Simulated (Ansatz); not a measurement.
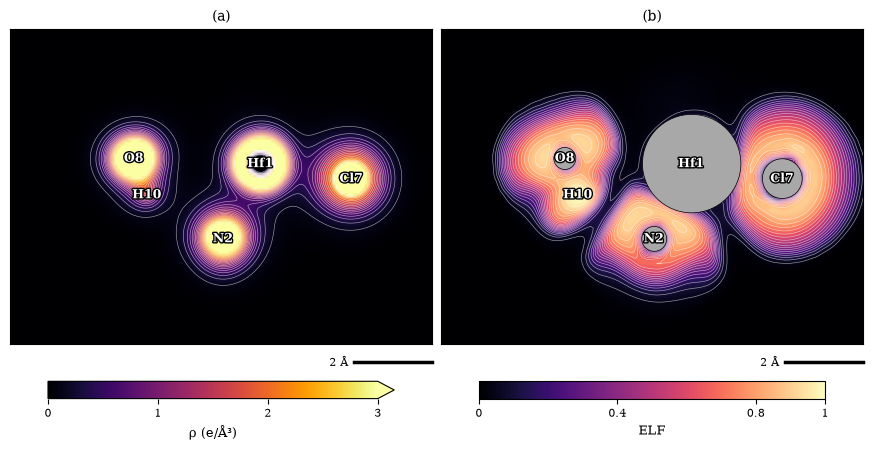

Figure 1: Cl$_{2}$FH$_{2}$HfN···H$_{2}$O. (a) electron density; (b) electron localisation function on the plane of atoms N2, Hf1 and Cl7. Grey discs cover the atomic cores in the ELF map.

Core potentials replace the inner electrons of Hf; not at a stationary point (largest force 1.9 eV/Å).

The calculation used Ansatz 0.2.0, RKS PBE-D4/def2-SVP.

Input file:

```
crystal:
  periodic: [false, false, false]
  atoms:
    - { symbol: Hf, position_ang: [0.0, 0.0, 0.0] }
    - { symbol: "N", position_ang: [0.0, 0.0, 2.56] }
    - { symbol: H, position_ang: [-0.877, -0.2713, 3.09] }
    - { symbol: H, position_ang: [0.877, 0.2713, 3.09] }
    - { symbol: F, position_ang: [1.8671, 0.0, -0.6593] }
    - { symbol: Cl, position_ang: [-1.1869, 2.0563, -0.8392] }
    - { symbol: Cl, position_ang: [-1.1869, -2.0563, -0.8392] }
    - { symbol: O, position_ang: [0.8885, 2.0662, 0.7473] }
    - { symbol: H, position_ang: [1.6795, 1.8943, 1.3513] }
    - { symbol: H, position_ang: [0.5575, 1.2964, 1.9994] }
basis:
  gaussian: { orbitals: def2-SVP }
hamiltonian:
  xc: pbe
  dispersion: d4
relax:
  f_tol: 0.15
  max_steps: 25
  restrain:
    - { distance: [0, 7], at: 3.27, k: 30.0 }
    - { distance: [9, 1], at: 2.26, k: 30.0 }
    - { distance: [0, 1], at: 2.21, k: 30.0 }
    - { distance: [9, 7], at: 1.01, k: 30.0 }
output:
  orbitals: {}
```

Command:

```sh
ansatz run input.yaml --threads 4 --pin off --max-ram 5120MiB --backend cpu --events-out ev --progress --plain --runs-dir out
```

The fields are those of the run's last geometry, not of the input's.

Question: What does the map show?

Answer: The section cuts through Hf, N, Cl, O and H sites. Hf1···O8 (3.26 Å): the density falls to about 0.06 e/Å³ on the way; the ELF dips to about 0 between them. Hf–N (2.15 Å): ρ is about 0.63 e/Å³ halfway; the ELF peaks at about 0.90 in the valence shell of N, 0.7 Å from its nucleus, and is about 0.25 at the midpoint. Hf–Cl (2.35 Å): ρ is about 0.57 e/Å³ halfway; the ELF peaks at about 0.85 in the valence shell of Cl, 0.8 Å from its nucleus, and is about 0.35 at the midpoint. O–H (1.00 Å): ρ at the midpoint is about 3.5 e/Å³; the ELF climbs to about 1 towards the hydrogen, as it does in any bond to H; a covalent bond by its length. The ELF also peaks beside O8, away from the bonds: lone-pair regions.
